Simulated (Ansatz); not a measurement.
# U-r2SCAN0/STO-3G run of BH2Cl− (SMILES [BH2-]Cl)

Aim: the energy change on altering one bond length of BH2Cl− at U-r2SCAN0/STO-3G, from 2 runs. 

The results are computed with Ansatz 0.2.0.

### 1 The structure to begin with

The species is BH2Cl− (4 atoms), meant as a doublet with charge -1. SMILES: `[BH2-]Cl`. The shape is that of a GFN2-xTB optimisation.

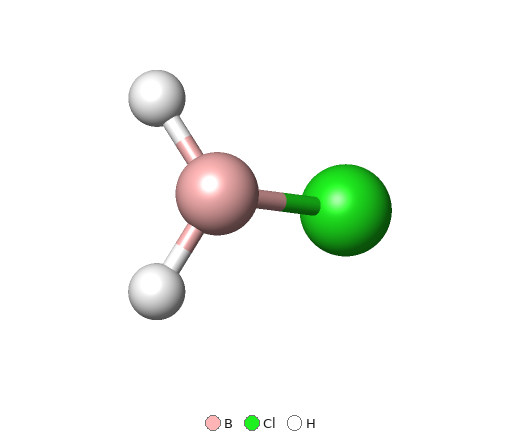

Viewed from a chosen angle; boron pink, chlorine green, hydrogen white.

### 2 A single-point energy at U-r2SCAN0/STO-3G

File molecule.yaml:

```yaml
crystal:
  periodic: [false, false, false]
  atoms:
    - {symbol: B, position_ang: [-0.072740, -0.194320, -0.337270]}
    - {symbol: Cl, position_ang: [1.390160, 0.062360, 0.884750]}
    - {symbol: H, position_ang: [-0.963970, -0.752550, 0.264630]}
    - {symbol: H, position_ang: [-0.353460, 0.884500, -0.812110]}
basis:
  gaussian:
    orbitals: STO-3G
total_charge: -1
magnetization:
  spin_polarized: true
  initial_magnetization: 1
hamiltonian:
  xc: {name: r2SCAN0}
accuracy: high
```

Started as:

```
$ ansatz run molecule.yaml --threads 1 --pin off --max-ram 2610MiB --events-out events.jsonl --progress --plain --runs-dir runs
```

What it wrote:

```text
Warning: RAYON_NUM_THREADS=1 ignored (pool sized by the plan → 1); use --threads N
Functional definition: r2SCAN0
  name "r2SCAN0"
  parameter a = 0.25
  parameter k0 = 0.174
  parameter k1 = 0.065
  parameter a1 = 4.9479
  exchange = (1 - a)*r2scan_x(k0 = k0, k1 = k1, a1 = a1) + a*exact_x
  correlation = r2scan_c
259 factors; integrals over basis functions are off by at most 1.9e-8 eV
mean field evaluation 1: about -13083.0664 eV, gradient 5.2e0 eV
mean field evaluation 2: about -13083.4026 eV, gradient 1.3e0 eV
mean field evaluation 4: about -13083.4219 eV, gradient 1.6e-1 eV
mean field evaluation 8: about -13083.4112 eV, gradient 3.1e-3 eV
mean field evaluation 16: about -13083.4112 eV, gradient 2.9e-8 eV
mean field -13083.41117698 eV, -480.8064924994 hartree, gradient 3.1e-8 eV, S^2 0.752831; 0 other end points of the search recorded, 0 dependent functions left out
reference -13083.41117747 eV, -480.8064925176 hartree; 13, 12 occupied and 3, 4 virtual orbitals, 259 factors
Total energy: -13083.41117747 eV, -480.8064925176 hartree
```

It took 3 s on 1 thread of Arm Neoverse V1, shared host; peak memory 0.19 GiB.

### 3 The distorted shape, same level

File run.yaml:

```yaml
basis:
  gaussian:
    orbitals: STO-3G
crystal:
  periodic: [false, false, false]
  atoms:
    - {symbol: B, position_ang: [-0.002555, -0.464043, -0.218552]}
    - {symbol: Cl, position_ang: [1.460345, -0.207363, 1.003468]}
    - {symbol: H, position_ang: [-0.893785, -1.022273, 0.383348]}
    - {symbol: H, position_ang: [-0.353460, 0.884500, -0.812110]}
total_charge: -1
magnetization:
  spin_polarized: true
  initial_magnetization: 1
hamiltonian:
  xc: {name: r2SCAN0}
accuracy: high
```

Started as:

```
$ ansatz run run.yaml --threads 1 --pin off --max-ram 2610MiB --events-out events.jsonl --progress --plain --runs-dir runs
```

What it wrote (excerpt; [...] marks lines left out):

```text
Warning: RAYON_NUM_THREADS=1 ignored (pool sized by the plan → 1); use --threads N
[... 8 set-up lines as earlier in the session ...]
259 factors; integrals over basis functions are off by at most 1.1e-8 eV
mean field evaluation 1: about -13081.7573 eV, gradient 6.8e0 eV
mean field evaluation 2: about -13082.2882 eV, gradient 3.4e0 eV
mean field evaluation 4: about -13082.3990 eV, gradient 2.5e-1 eV
mean field evaluation 8: about -13082.3755 eV, gradient 8.0e-3 eV
mean field evaluation 16: about -13082.3755 eV, gradient 5.5e-7 eV
mean field -13082.37554139 eV, -480.7684335936 hartree, gradient 2.4e-8 eV, S^2 0.753410; 0 other end points of the search recorded, 0 dependent functions left out
reference -13082.37554191 eV, -480.7684336127 hartree; 13, 12 occupied and 3, 4 virtual orbitals, 259 factors
Total energy: -13082.37554191 eV, -480.7684336127 hartree
```

It took 3.3 s on 1 thread of Arm Neoverse V1, shared host; peak memory 0.19 GiB.

### 4 Summary of results

At U-r2SCAN0/STO-3G:

| quantity | value |
| --- | --- |
| first shape: total energy | -480.80649 Eh |
| first shape: ⟨S²⟩ | 0.753 |
| distorted shape: total energy | -480.76843 Eh |
| distorted shape: ⟨S²⟩ | 0.753 |
| energy change with the B1–H4 bond stretched from 1.212 to 1.515 Å | 1.036 eV |

In words: With the B1–H4 bond stretched from 1.212 to 1.515 Å the energy rises by 1.04 eV (100 kJ/mol). The first shape isn't relaxed at this level, so the change isn't measured from a minimum. The minimal basis adds a large error of its own.
